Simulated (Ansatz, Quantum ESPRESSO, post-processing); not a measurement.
# 2H-TiCl2, 1 layer in a field-effect set-up, part 4 of 8

Wanted: induced charge and band edges of 2H-TiCl2, 1 layer beside a charged plate.

Quantum ESPRESSO 7.5; plane-wave DFT, PBEsol, GBRV ultrasoft pseudopotentials; geometry by Ansatz 0.2.0 with PAW datasets.

So far. Step 3 (Ground state: neutral sheet, no gate): The run needed 21 iterations to bring the estimated error under 1e-07 Ry. Step 6 (Bands along a path: neutral sheet, no gate): Along this path the valence top lies at K and the conduction bottom between K and Γ.

## (7) Self-consistent run: charge -0.0395 e against a gate

gate = .true. adds a charged plate at zgate that balances tot_charge; a barrier (block_1 to block_2, block_height) keeps the electrons off it, and dipfield leaves the far side free of field. Negative tot_charge adds electrons. The total energies that the log prints beside a gate are not used here.

g1.in reads:

```
&control
  prefix = 'g1'
  outdir = './out'
  pseudo_dir = './pseudo'
  calculation = 'scf'
  tprnfor = .true.
  tefield = .true.
  dipfield = .true.
  gate = .true.
/
&system
  ibrav = 0
  nat = 3
  ntyp = 2
  ecutwfc = 40
  ecutrho = 200
  occupations = 'smearing'
  smearing = 'fd'
  degauss = 0.004
  edir = 3
  emaxpos = 0.217081
  eopreg = 0.01
  eamp = 0.0
  zgate = 0.229081
  block = .true.
  block_1 = 0.150088
  block_2 = 0.308074
  block_height = 2.0
  tot_charge = -0.0395
  nbnd = 19
/
&electrons
  conv_thr = 1e-07
  mixing_beta = 0.4
  electron_maxstep = 120
  mixing_mode = 'local-TF'
  startingpot = 'file'
/
ATOMIC_SPECIES
  Cl  35.4500  cl_pbesol_v1.4.uspp.F.UPF
  Ti  47.8670  ti_pbesol_v1.4.uspp.F.UPF
CELL_PARAMETERS angstrom
  3.27674852667764 0.00000000000000 0.00000000000000
  -1.63837426333882 2.83774746591607 0.00000000000000
  0.00000000000000 0.00000000000000 25.31856245310000
ATOMIC_POSITIONS crystal
  Cl  0.333333333333 0.666666666667 0.437464339022
  Ti  0.000000000000 -0.000000000000 0.499999983291
  Cl  0.333333333333 0.666666666667 0.562535677687
K_POINTS automatic
  12 12 1 0 0 0
```

Launch:

```console
$ cp -r out/g0.save out/g1.save
$ OMP_NUM_THREADS=1 mpirun -n 4 pw.x -nk 4 -in g1.in > g1.out
```

Output:

```text
[banner, memory and clock lines left out]
Program PWSCF v.7.5 starts
[citation notice left out]

[...]
Message from routine setup:
[...]
bravais-lattice index     =            0
     lattice parameter (alat)  =       6.1922  a.u.
     unit-cell volume          =    1588.7388 (a.u.)^3
     number of atoms/cell      =            3
     number of atomic types    =            2
     number of electrons       =        26.04
     number of Kohn-Sham states=           19
     kinetic-energy cutoff     =      40.0000  Ry
     charge density cutoff     =     200.0000  Ry
     scf convergence threshold =      1.0E-07
     mixing beta               =       0.4000
     number of iterations used =            8  local-TF  mixing
     Exchange-correlation= SLA  PW   PSX  PSC
                           (   1   4  10   8   0   0   0)

[...]
PseudoPot. # 1 for Cl read from file:
     ./pseudo/cl_pbesol_v1.4.uspp.F.UPF
     Pseudo is Ultrasoft + core correction, Zval =  7.0
     Generated by new atomic code, or converted to UPF format
     Using radial grid of  909 points,  6 beta functions with:
                l(1) =   0
                l(2) =   0
                l(3) =   1
                l(4) =   1
                l(5) =   2
                l(6) =   2
     Q(r) pseudized with  8 coefficients,  rinner =    1.300   1.300   1.300
                                                       1.300   1.300

     PseudoPot. # 2 for Ti read from file:
     ./pseudo/ti_pbesol_v1.4.uspp.F.UPF
     Pseudo is Ultrasoft + core correction, Zval = 12.0
     Generated by new atomic code, or converted to UPF format
     Using radial grid of  851 points,  6 beta functions with:
                l(1) =   0
                l(2) =   0
                l(3) =   1
                l(4) =   1
                l(5) =   2
                l(6) =   2
     Q(r) pseudized with  6 coefficients,  rinner =    1.000   1.000   1.000
                                                       1.000   1.000

     atomic species   valence    mass     pseudopotential
     Cl                7.00    35.45000     Cl( 1.00)
     Ti               12.00    47.86700     Ti( 1.00)

      6 Sym. Ops. (no inversion) found

                                    s                        frac. trans.

      isym =  1     identity

 cryst.   s( 1) = (     1          0          0      )
                  (     0          1          0      )
                  (     0          0          1      )

 cart.    s( 1) = (  1.0000000  0.0000000  0.0000000 )
                  (  0.0000000  1.0000000  0.0000000 )
                  (  0.0000000  0.0000000  1.0000000 )

      isym =  2     120 deg rotation - cryst. axis [0,0,1]

 cryst.   s( 2) = (     0          1          0      )
                  (    -1         -1          0      )
                  (     0          0          1      )

 cart.    s( 2) = ( -0.5000000 -0.8660254  0.0000000 )
                  (  0.8660254 -0.5000000  0.0000000 )
                  (  0.0000000  0.0000000  1.0000000 )

      isym =  3     120 deg rotation - cryst. axis [0,0,-1]

 cryst.   s( 3) = (    -1         -1          0      )
                  (     1          0          0      )
                  (     0          0          1      )

 cart.    s( 3) = ( -0.5000000  0.8660254  0.0000000 )
                  ( -0.8660254 -0.5000000  0.0000000 )
                  (  0.0000000  0.0000000  1.0000000 )

      isym =  4     inv. 180 deg rotation - cart. axis [1,0,0]

 cryst.   s( 4) = (    -1          0          0      )
                  (     1          1          0      )
                  (     0          0          1      )

 cart.    s( 4) = ( -1.0000000  0.0000000  0.0000000 )
                  (  0.0000000  1.0000000  0.0000000 )
                  (  0.0000000  0.0000000  1.0000000 )

      isym =  5     inv. 180 deg rotation - cryst. axis [0,1,0]

 cryst.   s( 5) = (     1          1          0      )
                  (     0         -1          0      )
                  (     0          0          1      )

 cart.    s( 5) = (  0.5000000  0.8660254  0.0000000 )
                  (  0.8660254 -0.5000000  0.0000000 )
                  (  0.0000000  0.0000000  1.0000000 )

      isym =  6     inv. 180 deg rotation - cryst. axis [1,1,0]

 cryst.   s( 6) = (     0         -1          0      )
                  (    -1          0          0      )
                  (     0          0          1      )

 cart.    s( 6) = (  0.5000000 -0.8660254  0.0000000 )
                  ( -0.8660254 -0.5000000  0.0000000 )
                  (  0.0000000  0.0000000  1.0000000 )

[...]
number of k points=    19  Fermi-Dirac smearing, width (Ry)=  0.0040
[...]
Dense  grid:    75695 G-vectors     FFT dimensions: (  27,  27, 216)

     Smooth grid:    54385 G-vectors     FFT dimensions: (  25,  25, 200)

     Dynamical RAM for                 wfc:       1.97 MB

     Dynamical RAM for     wfc (w. buffer):      11.81 MB

     Dynamical RAM for           str. fact:       2.31 MB

     Dynamical RAM for           local pot:       0.00 MB

     Dynamical RAM for          nlocal pot:       5.59 MB

     Dynamical RAM for                qrad:       2.27 MB

     Dynamical RAM for          rho,v,vnew:       7.07 MB

     Dynamical RAM for               rhoin:       2.36 MB

     Dynamical RAM for            rho*nmix:      18.48 MB

     Dynamical RAM for           G-vectors:       4.75 MB

     Dynamical RAM for          h,s,v(r/c):       0.07 MB

     Dynamical RAM for          <psi|beta>:       0.02 MB

     Dynamical RAM for                 psi:       3.94 MB

     Dynamical RAM for                hpsi:       3.94 MB

     Dynamical RAM for                spsi:       3.94 MB

     Dynamical RAM for      wfcinit/wfcrot:       3.94 MB

     Dynamical RAM for           addusdens:      55.15 MB

     Dynamical RAM for          addusforce:      55.45 MB

     Adding charged plate to compensate the charge of the system - add_gatefield
     see PRB 89, 245406 (2014), works only for 2D systems perpendicular to z
                                i.e. 3rd lattice vector is (0,0,c)

        prefactor of the potential in [Ha a.u.]:    -0.007474
               position of the gate within cell:     0.22908
         ion-gate + gate-gate contribution to the total energy:    -3.629117
                         gate-gate contribution:     0.002354

[...]
negative rho (up, down):  3.846E-02 0.000E+00

[...]
Dipole               -0.2896 Ry au,         -0.7360 Debye
[...]
total energy              =    -189.00718003 Ry
     estimated scf accuracy    <       0.00024781 Ry

     iteration #  6     ecut=    40.00 Ry     beta= 0.40
[...]
---- Real-time Memory Report at c_bands before calling an iterative solver
           162 MiB given to the printing process from OS
            86 MiB allocation reported by mallinfo(arena+hblkhd)
[...]
------------------
[...]
negative rho (up, down):  3.637E-02 0.000E+00

[...]
Dipole               -0.2847 Ry au,         -0.7236 Debye
[...]
total energy              =    -189.00710682 Ry
     estimated scf accuracy    <       0.00011971 Ry

[...]
iteration # 11     ecut=    40.00 Ry     beta= 0.40
[...]
---- Real-time Memory Report at c_bands before calling an iterative solver
           169 MiB given to the printing process from OS
            92 MiB allocation reported by mallinfo(arena+hblkhd)
[...]
------------------
[...]
negative rho (up, down):  3.405E-02 0.000E+00

[...]
Dipole               -0.3374 Ry au,         -0.8576 Debye
[...]
total energy              =    -189.00702166 Ry
     estimated scf accuracy    <       0.00000446 Ry

     iteration # 12     ecut=    40.00 Ry     beta= 0.40
[...]
---- Real-time Memory Report at c_bands before calling an iterative solver
           169 MiB given to the printing process from OS
            92 MiB allocation reported by mallinfo(arena+hblkhd)
[...]
------------------
[...]
negative rho (up, down):  3.393E-02 0.000E+00

[...]
Dipole               -0.3404 Ry au,         -0.8652 Debye
[...]
total energy              =    -189.00702192 Ry
     estimated scf accuracy    <       0.00000171 Ry

     iteration # 13     ecut=    40.00 Ry     beta= 0.40
[...]
---- Real-time Memory Report at c_bands before calling an iterative solver
           169 MiB given to the printing process from OS
            92 MiB allocation reported by mallinfo(arena+hblkhd)
[...]
------------------
[...]
negative rho (up, down):  3.386E-02 0.000E+00

[...]
Dipole               -0.3408 Ry au,         -0.8661 Debye
[...]
total energy              =    -189.00702202 Ry
     estimated scf accuracy    <       0.00000027 Ry

     iteration # 14     ecut=    40.00 Ry     beta= 0.40
[...]
---- Real-time Memory Report at c_bands before calling an iterative solver
           169 MiB given to the printing process from OS
            92 MiB allocation reported by mallinfo(arena+hblkhd)
[...]
------------------
[...]
negative rho (up, down):  3.383E-02 0.000E+00

[...]
Dipole               -0.3400 Ry au,         -0.8642 Debye
[...]
End of self-consistent calculation

          k = 0.0000 0.0000 0.0000 (  6817 PWs)   bands (ev):

   -58.0184 -34.5116 -34.2744 -34.2744 -18.6083 -17.9648  -7.9939  -5.5811
    -4.8878  -4.8878  -4.4851  -4.4851  -0.9565   0.2647   0.2647   0.4916
     0.4916   2.1625   2.8303

     occupation numbers
     1.0000   1.0000   1.0000   1.0000   1.0000   1.0000   1.0000   1.0000
     1.0000   1.0000   1.0000   1.0000   1.0000   0.0260   0.0260   0.0004
     0.0004   0.0000   0.0000

          k = 0.0000 0.0962 0.0000 (  6819 PWs)   bands (ev):

   -58.0170 -34.5086 -34.2880 -34.2774 -18.5500 -17.9298  -7.9191  -5.6036
    -5.1843  -4.8995  -4.6958  -4.5750  -0.9818   0.2208   0.2874   0.4781
     0.5793   2.4613   2.9758

     occupation numbers
     1.0000   1.0000   1.0000   1.0000   1.0000   1.0000   1.0000   1.0000
     1.0000   1.0000   1.0000   1.0000   1.0000   0.0564   0.0173   0.0005
     0.0001   0.0000   0.0000

[...]
the Fermi energy is     0.0674 ev

!    total energy              =    -189.00702205 Ry
     estimated scf accuracy    <       0.00000010 Ry
     smearing contrib. (-TS)   =      -0.00059618 Ry
     internal energy E=F+TS    =    -189.00642587 Ry

     The total energy is F=E-TS. E is the sum of the following terms:
     one-electron contribution =   -1450.43887674 Ry
     hartree contribution      =     726.30510117 Ry
     xc contribution           =     -36.70602514 Ry
     ewald contribution        =     575.46157716 Ry
     electric field correction =       0.00091443 Ry
     gate field correction     =      -3.62911674 Ry

     convergence has been achieved in  14 iterations

     negative rho (up, down):  3.383E-02 0.000E+00

     Forces acting on atoms (cartesian axes, Ry/au):

     atom    1 type  1   force =     0.00000000    0.00000000    0.00955427
     atom    2 type  2   force =     0.00000000    0.00000000    0.00367848
     atom    3 type  1   force =     0.00000000    0.00000000   -0.01323275
     The non-local contrib.  to forces
     atom    1 type  1   force =     0.00000000    0.00000000    0.20621178
     atom    2 type  2   force =     0.00000000    0.00000000   -0.00604290
     atom    3 type  1   force =     0.00000000    0.00000000   -0.22846882
     The ionic contribution  to forces
     atom    1 type  1   force =     0.00000000   -0.00000000  -39.29697401
     atom    2 type  2   force =    -0.00000000    0.00000000   -0.00000329
     atom    3 type  1   force =     0.00000000   -0.00000000   39.29697730
     The local contribution  to forces
     atom    1 type  1   force =     0.00000000   -0.00000000   39.00317318
     atom    2 type  2   force =     0.00000000    0.00000000   -0.13709427
     atom    3 type  1   force =     0.00000000   -0.00000000  -39.15711365
     The core correction contribution to forces
     atom    1 type  1   force =    -0.00000000    0.00000000   -0.00262888
     atom    2 type  2   force =     0.00000000    0.00000000   -0.00043958
     atom    3 type  1   force =    -0.00000000    0.00000000    0.00305807
     The Hubbard contrib.    to forces
     atom    1 type  1   force =     0.00000000    0.00000000    0.00000000
     atom    2 type  2   force =     0.00000000    0.00000000    0.00000000
     atom    3 type  1   force =     0.00000000    0.00000000    0.00000000
     The SCF correction term to forces
     atom    1 type  1   force =     0.00000000   -0.00000000    0.00102318
     atom    2 type  2   force =    -0.00000010    0.00000000    0.00045912
     atom    3 type  1   force =    -0.00000000    0.00000000   -0.00026017

     Gate contribution to forces:
     atom    1 type  1   force =     0.00000000   -0.00000000    0.06102851
     atom    2 type  2   force =     0.00000000   -0.00000000    0.08218503
     atom    3 type  1   force =     0.00000000   -0.00000000    0.03485402

     Total force =     0.016731     Total SCF correction =     0.001151

[...]
```

Elapsed: 21 s, on 4 MPI ranks of Arm Neoverse V2, shared host; peak memory 0.58 GiB.

Numbers from this step:

| Quantity | Value |
| --- | --- |
| Fermi energy | 0.0674 eV |

The program's own clock; routines nest. Time by routine:

```
     routine  wall time (s)  calls
       PWSCF          20.33      1
   electrons          19.28      1
     c_bands          10.56     14
     cegterg           9.57     70
       h_psi           6.86    567
        fftw           5.68   9358
    vloc_psi            5.5    567
     mix_rho           3.59     14
    sum_band           2.83     14
        ffts           1.88   1628
   addusdens            1.5     14
        newd           1.49     15
sum_band:loo           1.24     14
    v_of_rho           0.88     15
```

The run needed 14 iterations to bring the estimated error under 1e-07 Ry.

## (8) Valence density

g1.rho.in reads:

```
&inputpp
  prefix = 'g1'
  outdir = './out'
  filplot = 'g1.rho.dat'
  plot_num = 0
/
```

Launch:

```console
$ OMP_NUM_THREADS=1 mpirun -n 4 pp.x -in g1.rho.in > g1.rho.out
```

It took 0.91 s on 4 MPI ranks; peak memory 0.1 GiB; 3.3 s of CPU time.

Numbers from this step:

| Quantity | Value |
| --- | --- |
| electrons by integration | 26.04 e |

The density integrates to 26.039 electrons, as the 26.04 of the input ask.

## (9) Potential by pp.x

The potential should show the barrier, the kink at the plate, the step of the dipole correction and a flat far side.

g1.pot.in reads:

```
&inputpp
  prefix = 'g1'
  outdir = './out'
  filplot = 'g1.pot.dat'
  plot_num = 11
/
```

Launch:

```console
$ OMP_NUM_THREADS=1 mpirun -n 4 pp.x -in g1.pot.in > g1.pot.out
```

Output:

```text
[banner, memory and clock lines left out]
Program POST-PROC v.7.5 starts
[citation notice left out]

[...]
./out/g1.save/

[...]
negative rho (up, down):  3.383E-02 0.000E+00

     Adding external electric field

     Computed dipole along edir(3) :
        Dipole               -0.3400 Ry au,         -0.8642 Debye
        Dipole field         -0.0027 Ry au,

        Potential amp.        0.2548 Ry
        Total length         47.3667 bohr

     Calling punch_plot, plot_num =  11

     Adding external electric field

     Computed dipole along edir(3) :
        Dipole               -0.3400 Ry au,         -0.8642 Debye
        Dipole field         -0.0027 Ry au,

        Potential amp.        0.2548 Ry
        Total length         47.3667 bohr

     Writing data to file  g1.pot.dat
     Message from routine chdens:
     namelist plot not found or invalid, exiting
```

The job ended after 0.9 s (4 MPI ranks; peak memory 0.11 GiB).

The potential energy, planar mean oscillates, so the rows of the table below give means over windows of 2.5 Å about each position, cut where the curve ends. Its maxima inside the range that stand out by 2 % of the span (Å: eV): 5.4: 30.7, 7.5: 28.5, 9.5: 2.58, 11.8: -5.56, 13.5: -5.47. Its minima: 5.9: 27.2, 7.9: 1.57, 11.1: -16.7, 12.7: -16.7, 14.2: -16.6.

Electrostatic potential energy of an electron, with the sawtooth; zero at the Fermi level. The potential energy, planar mean by z; means over each step:

```
z (Å)  potential energy, planar mean (eV)
  0.0                                3.49
  2.5                                3.49
  5.0                                27.9
  7.5                                16.8
 10.0                               -2.51
 12.5                               -10.3
 15.0                               -3.92
 17.5                                3.48
 20.0                                3.49
 22.5                                3.49
 25.0                                3.49
```

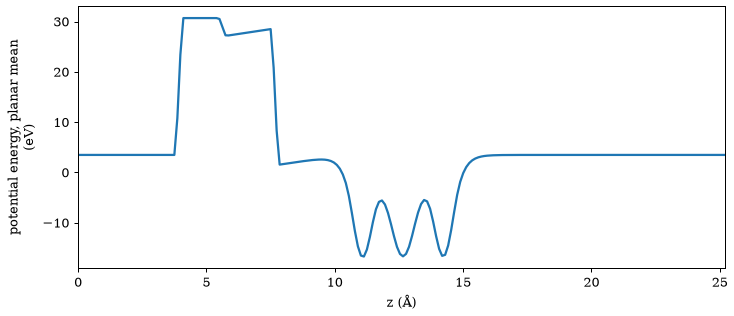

Potential energy, planar mean, plotted against z.

## (10) Induced charge

The planar mean by z:

```
z (Å)  planar mean (e/Å³)
    4              6.6e-8
    6             -4.7e-7
    8              1.9e-5
   10             0.00266
   12             -8.7e-4
   14             -5.0e-5
   16              2.1e-5
   18              1.3e-6
   20              1.1e-8
```

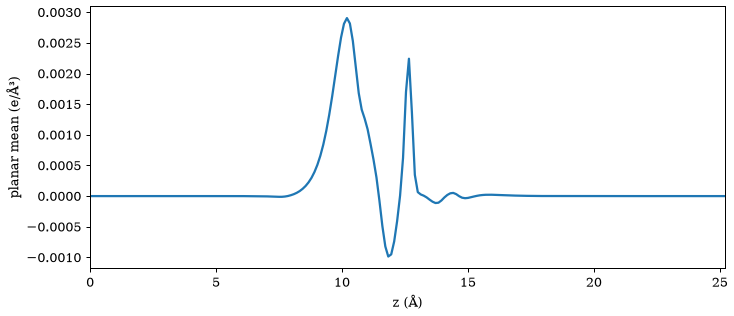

Planar mean against z.

Running integral, electrons below z against z:

```
z (Å)  running integral, electrons below z (e/Å²)
    6                                     -2.1e-7
    8                                     -6.1e-6
   10                                     0.00176
   12                                     0.00363
   14                                     0.00422
   16                                     0.00423
   18                                     0.00425
   20                                     0.00425
   22                                     0.00425
   24                                     0.00425
```

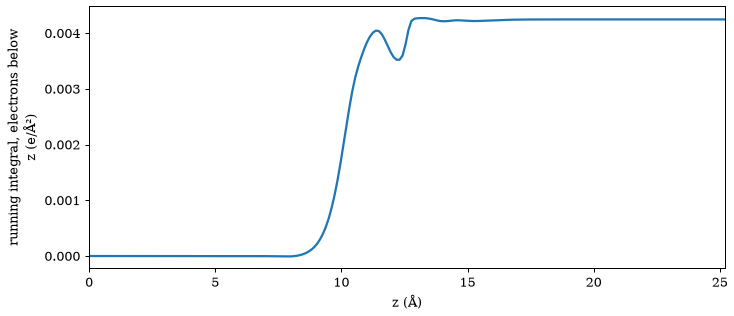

Running integral, electrons below z, plotted against z.

[end of part 4 of 8]

[Logs are printed without paths, hosts, clocks, repeated set-up lines and the standing remarks that a program may print on its own settings, such as how far it seeks lower states.]

[Hosts, paths, dates, database ids (printed as entryN), source tags and the programs' standing remarks are cut or masked in the printed files.]

[Maps of the electrostatic potential energy from Ansatz leave out the sawtooth potential of an applied field or a dipole correction, so their vacuum need not be flat; planar profiles and work functions include it.]
